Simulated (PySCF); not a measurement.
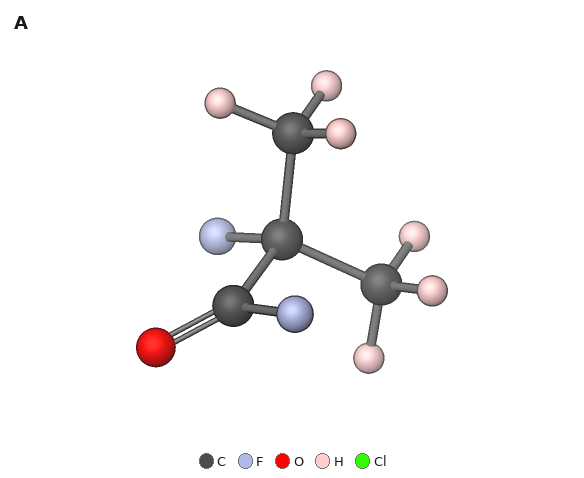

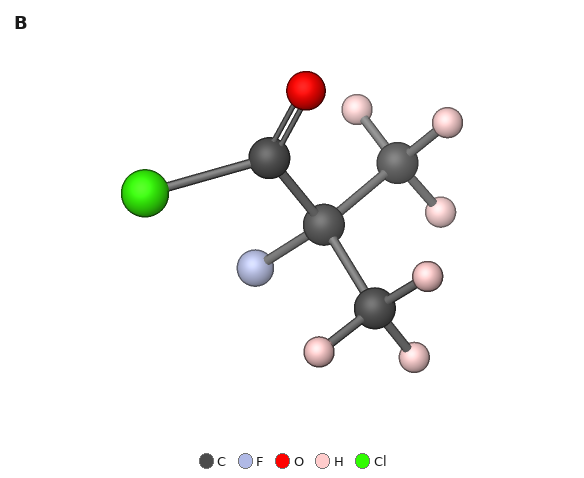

Two related species, optimised with GFN2-xTB; properties computed with PySCF 2.14.0. Both: charge 0, singlet.

### Identify both.

A is C4H6F2O (CC(C)(F)C(=O)F), B is C4H6ClFO (CC(C)(F)C(=O)Cl).

Compare them. With CAM-B3LYP/def2-SVPD: dipole moment (D), HOMO–LUMO gap (eV), HOMO energy (Kohn–Sham orbital) (eV), lowest vertical singlet excitation (eV), mean static polarisability (bohr³). With GFN2-xTB: mean O–C length (Å).

| quantity | A | B |
| --- | --- | --- |
| dipole moment (D) | 3.50 | 2.51 |
| HOMO–LUMO gap (eV) | 11.08 | 9.78 |
| HOMO energy (Kohn–Sham orbital) (eV) | −10.73 | −10.07 |
| lowest vertical singlet excitation (eV) | 6.03 | 4.99 |
| mean static polarisability (bohr³) | 52.7 | 65.8 |
| mean O–C length (Å) | 1.174 | 1.187 |

Each is one conformer, and no frequency run is at hand to confirm it as a minimum.
